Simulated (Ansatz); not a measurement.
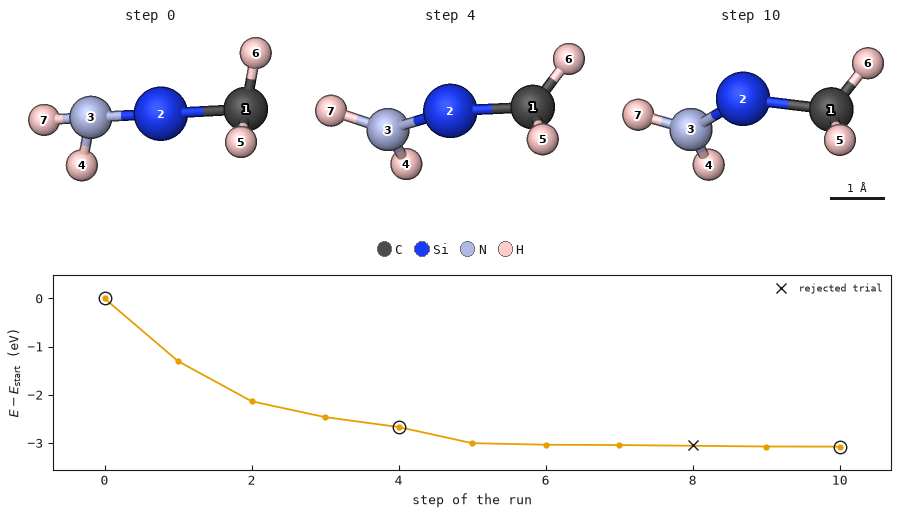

Frames of a relaxation of CH4NSi (charge +1), marked on the history of the run. The picture is a ball-and-stick view, seen from a free direction.

It is one of the separated reactants of a reaction.

All numbers below come from Ansatz, RKS PBE-D4/def2-SVP. Set-up: force threshold 0.03 eV/Å; at most 250 steps.

Describe the path.

Answer. H4 moves most after the best rigid fit: 0.61 Å. By element the largest moves are H 0.61 Å, Si 0.59 Å, C 0.27 Å, N 0.24 Å. Among the contacts that change: Si2–N3 1.501 → 1.665 Å, C1–Si2 1.824 → 1.742 Å, N3–H7 1.003 → 1.029 Å, C1–H5 1.094 → 1.110 Å. Among the angles between lasting bonds that change: Si2–N3–H7 179.9° → 123.2°, H4–N3–H7 66.0° → 113.6°, C1–Si2–N3 179.9° → 137.4°. The energy falls by 3.074 eV in 9 accepted moves (10 points after the start). The largest force component goes from 7.5 to 0.019 eV/Å. The line search rejected the trial step at point 8 of the run. Cost: 18 s on 2 threads of Intel Xeon Platinum 8259CL @ 2.50GHz (shared host). From step 0 to 4: H4 moves most (0.65 Å), energy −2.667 eV. From step 4 to 10: Si2 moves most (0.27 Å), energy −0.406 eV.
